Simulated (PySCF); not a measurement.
# C₄H₇Si (doublet): what the fields show

```xyz
12

Si    2.1038    0.2508    0.1620
C     0.3254   -0.2507   -0.0700
C    -0.3813   -1.3165   -0.4369
C    -1.7597   -0.7394   -0.3075
C    -0.9835    0.5249    0.1256
H     2.9718   -0.8778   -0.1652
H     2.3859    1.3921   -0.7166
H     2.2970    0.6668    1.5562
H    -2.3170   -0.6534   -1.2378
H    -2.3843   -1.1925    0.4593
H    -1.0957    1.3698   -0.5520
H    -1.1612    0.8252    1.1570
```

Geometry: GFN2-xTB.

Level of theory: UKS B3LYP, pcH-1 on C H Si, non-relativistic, mean-field spin-orbit, GIAO in PySCF.

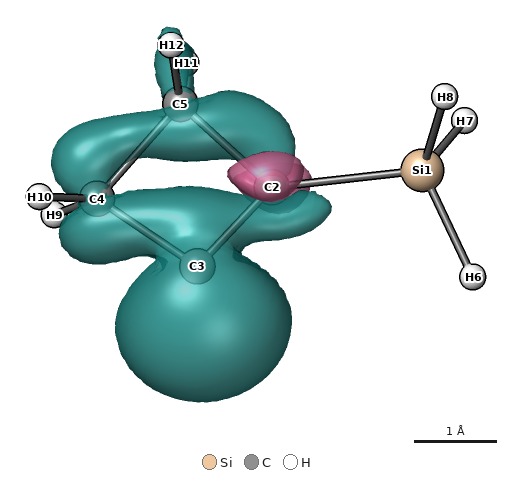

Figure 1. Isosurfaces of the spin density at +0.02 (teal) and −0.02 e/Å³ (pink), seen across its widest extent.

**Which atoms carry the spin?**

The unpaired spin (1 electron) lies mostly on C3 (about 0.8) and C4 (about 0.1), in electrons by Hirshfeld's partition.

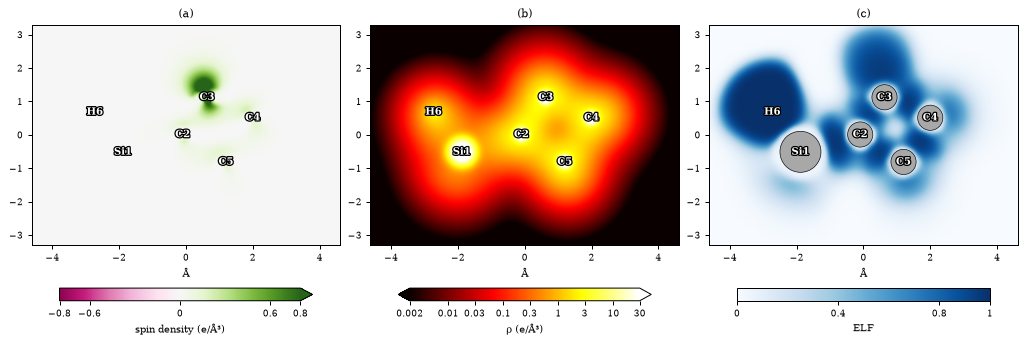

Figure 2. (a) spin density (α minus β); (b) total electron density; (c) electron localisation function on the plane of atoms C2, C3 and C4. Grey discs cover the atomic cores in the ELF map.

**Describe what can be read from this map.**

Atoms in the plane: Si, C and H.
C–C (1.33 Å): ρ at the midpoint is about 2.3 e/Å³; the ELF peaks at about 0.90 between the atoms; a multiple bond.
C–Si (1.86 Å): ρ is about 0.95 e/Å³ halfway; the ELF peaks at about 0.95 between the atoms: a shared electron pair.
C–C (1.50 Å): the density is about 1.7 e/Å³ at the midpoint; the ELF peaks at about 0.95 between the atoms; a shared electron pair.
Si–H (1.46 Å): ρ is about 0.82 e/Å³ halfway; the ELF climbs to about 1 towards the hydrogen, as it does in any bond to H.
The ELF also peaks beside C3, away from the bonds: non-bonding electrons, paired or unpaired.

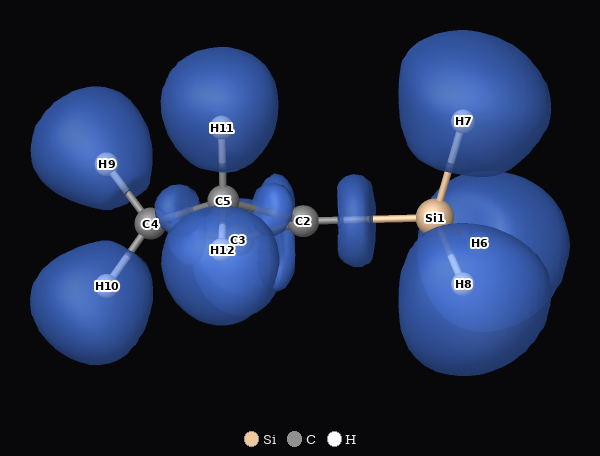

Figure 3. Isosurface of the electron localisation function at 0.85 (blue), seen from one side. Core shells and regions of very low density are left out.

**Identify the bonds, lone pairs and shells in this picture.**

At this value the surface marks out four regions between bonded C–C atoms (shared pairs), one region between bonded C–Si atoms (shared pairs), seven regions around hydrogen nuclei and one lobe on C, pointing away from the bonds (non-bonding electrons).
